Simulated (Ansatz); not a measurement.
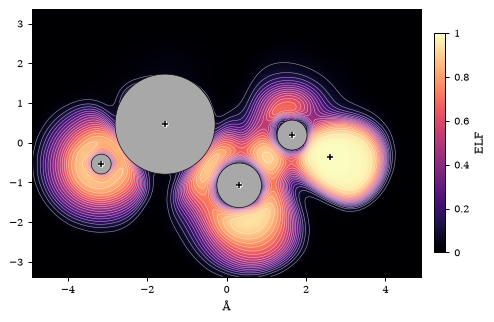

The electron localisation function on a plane through atoms (crosses mark nuclei in the plane; grey discs cover the cores).

Computed with isolated molecule in a Gaussian basis; Kohn-Sham density functional theory, functional PBE0 in Ansatz.

Candidates:
A. Cl3HHfO (SMILES [OH][Hf]([Cl])([Cl])[Cl])
B. H4O3SZr (SMILES [OH][Zr]([OH])([OH])[SH])
C. CH3F3SZr (SMILES C[S][Zr]([F])([F])[F])

Which system is this?

Answer. Candidate C: CH3F3SZr on the plane of atoms S5, C1 and H7, which holds C, F, S, Zr and H. C–S (1.84 Å): the ELF peaks at about 0.90 between the atoms: a covalent bond. Zr–F (1.90 Å): the ELF peaks at about 0.85 in the valence shell of F, 0.5 Å from its nucleus, and drops to about 0.25 between the two atoms.
